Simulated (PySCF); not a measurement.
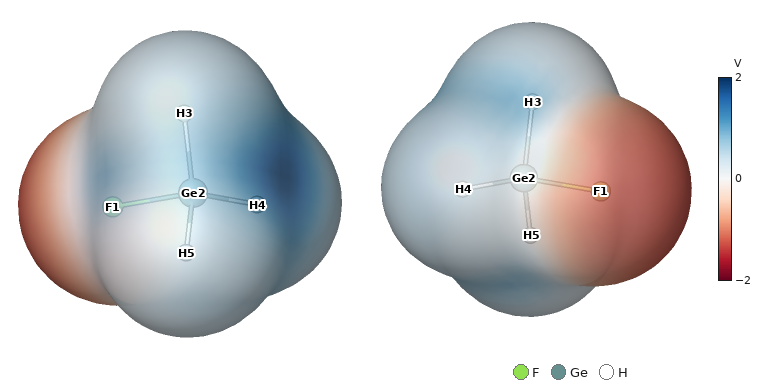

*FGeH3, SMILES `F[GeH3]`. Electrostatic potential on the surface of electron density 0.001 a.u. (back view left, front view right).*

Level of theory: ωB97X/def2-TZVP (PySCF), at a geometry from GFN2-xTB. No frequency check shows the geometry to be a minimum. GFN2-xTB bond lengths at metals and heavier atoms can be off by up to 0.1 Å and shapes distorted, which carries into these values.

Input script:

```python
import numpy as np
from pyscf import gto, scf, dft
from pyscf.scf import atom_ks, atom_hf
from scipy.linalg import block_diag

def solve(mol, dm0=None, hcore=None):
    mf = (dft.UKS if mol.spin else dft.RKS)(mol, xc='wb97x')
    mf.grids.level = 3
    mf = mf.density_fit(auxbasis='def2-universal-jkfit')
    mf.conv_tol, mf.max_cycle = 1e-8, 80
    if hcore is not None:
        mf.get_hcore = lambda *args: hcore
    mf.kernel(dm0)
    if not mf.converged:
        mf = mf.newton().run(mf.mo_coeff, mf.mo_occ, max_cycle=30)
    assert mf.converged, 'SCF not converged'
    return mf

mol = gto.M(atom='''
F     -1.40340     0.00002    -0.00043
Ge     0.33116    -0.00001     0.00004
H      0.67611     1.23585     0.76453
H      0.68125     0.04416    -1.45020
H      0.67600    -1.28004     0.68811
''', basis='def2-tzvp', charge=0, spin=0, verbose=4)
mf = solve(mol)
mf.analyze()
# spherically averaged free atoms, for the promolecule
atm = atom_ks.get_atm_nrks(mol, xc='wb97x')
pro = block_diag(*[(atm[a[0]][2] * atm[a[0]][3]) @ atm[a[0]][2].T for a in mol._atom])
np.savez('result.npz', e=mf.e_tot, c=mf.mo_coeff, occ=mf.mo_occ, eps=mf.mo_energy, pro=pro, dip=mf.dip_moment(verbose=0), s2=mf.spin_square()[0])
```

Command:

```sh
OMP_NUM_THREADS=1 python input.py
```

The run took 11 s on 1 thread of Arm Neoverse V1, with other jobs on the host, peak memory 0.4 GiB.

Partitions, critical points and surface values were worked out afterwards from this run's density.

> Where are the extremes of the potential on the surface?

Highest: 1.91 V, near Ge2 (1.98 Å), H5 (2.09 Å) and H3 (2.18 Å). Further maxima include 0.91 V, near H4 (2.00 Å), H5 (2.01 Å) and Ge2 (2.06 Å), and at like points elsewhere. Lowest: −1.30 V, 1.6 Å from F1. The surface is sampled at points, so like sites can differ by a few per cent and only the strongest of them is named.
